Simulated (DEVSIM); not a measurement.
System: Ti/Al2O3/SiO2/p-Si capacitor, at 400 K.

```tsv
layer (left to right)	material	thickness (nm)	Na (cm⁻³)
1	Al2O3	7.30	-
2	SiO2	1.30	-
3	Si	2700	4.4e16
```

Metal gate on the left, work function 4.33 eV. Fixed charge at the semiconductor interface 1.2e12 cm⁻² (in units of +e); no interface traps.

Constants are typed, rounded textbook-type inputs, not results; the design itself was drawn at random and stands for no fabricated device. Values at 300 K; Nc and Nv go as T^1.5, mobilities as T to minus their exponent, the gap by Varshni's rule with the affinity fixed.

| parameter | Al2O3 | SiO2 | Si |
|---|---|---|---|
| gap (eV) | 6.8 | 9 | 1.124 |
| affinity (eV) | 1.35 | 0.9 | 4.05 |
| permittivity | 9 | 3.9 | 11.7 |
| Nc (cm⁻³) | - | - | 2.86e19 |
| Nv (cm⁻³) | - | - | 3.1e19 |
| Varshni α (eV/K) | - | - | 0.000473 |
| Varshni β (K) | - | - | 636 |

Model (solved in DEVSIM): 1D Poisson equation in equilibrium, Boltzmann statistics, complete ionisation; no quantum confinement or tunnelling. Metal contacts follow the ideal Schottky-Mott rule: no Fermi-level pinning, no interface dipoles.

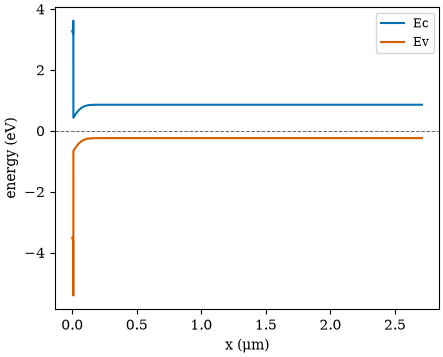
Figure. Band edges at -0.3 V on the gate

Energies count from the Fermi level of the right contact; mesh points crowd at the junctions.

| x (μm) | Ec (eV) | Ev (eV) | n (cm⁻³) | p (cm⁻³) | field (V/cm) |
|---|---|---|---|---|---|
| 0.000 | 3.280 | -3.520 | < 1e2 | < 1e2 | -150000 |
| 0.001265 | 3.261 | -3.538 | < 1e2 | < 1e2 | -150000 |
| 0.003575 | 3.228 | -3.572 | < 1e2 | < 1e2 | -150000 |
| 0.005851 | 3.194 | -3.606 | < 1e2 | < 1e2 | -150000 |
| 0.007523 | 3.615 | -5.385 | < 1e2 | < 1e2 | -340000 |
| 0.008143 | 3.595 | -5.405 | < 1e2 | < 1e2 | -340000 |
| 0.009124 | 0.433 | -0.663 | 1.5e14 | 2.1e11 | 73000 |
| 0.01242 | 0.457 | -0.640 | 7.7e13 | 4.2e11 | 70000 |
| 0.01906 | 0.502 | -0.594 | 2.1e13 | 1.5e12 | 66000 |
| 0.03363 | 0.591 | -0.506 | 1.6e12 | 2.0e13 | 56000 |
| 0.06853 | 0.745 | -0.351 | 1.8e10 | 1.8e15 | 32000 |
| 0.1880 | 0.855 | -0.242 | 7.5e8 | 4.3e16 | 410 |
| 0.4286 | 0.856 | -0.241 | 7.3e8 | 4.4e16 | ≈ 0 |
| 0.9569 | 0.856 | -0.241 | 7.3e8 | 4.4e16 | ≈ 0 |
| 2.068 | 0.856 | -0.241 | 7.3e8 | 4.4e16 | ≈ 0 |
| 2.425 | 0.856 | -0.241 | 7.3e8 | 4.4e16 | ≈ 0 |
| 2.588 | 0.856 | -0.241 | 7.3e8 | 4.4e16 | ≈ 0 |
| 2.656 | 0.856 | -0.241 | 7.3e8 | 4.4e16 | ≈ 0 |
| 2.692 | 0.856 | -0.241 | 7.3e8 | 4.4e16 | ≈ 0 |
| 2.702 | 0.856 | -0.241 | 7.3e8 | 4.4e16 | ≈ 0 |
| 2.706 | 0.856 | -0.241 | 7.3e8 | 4.4e16 | ≈ 0 |
| 2.709 | 0.856 | -0.241 | 7.3e8 | 4.4e16 | ≈ 0 |
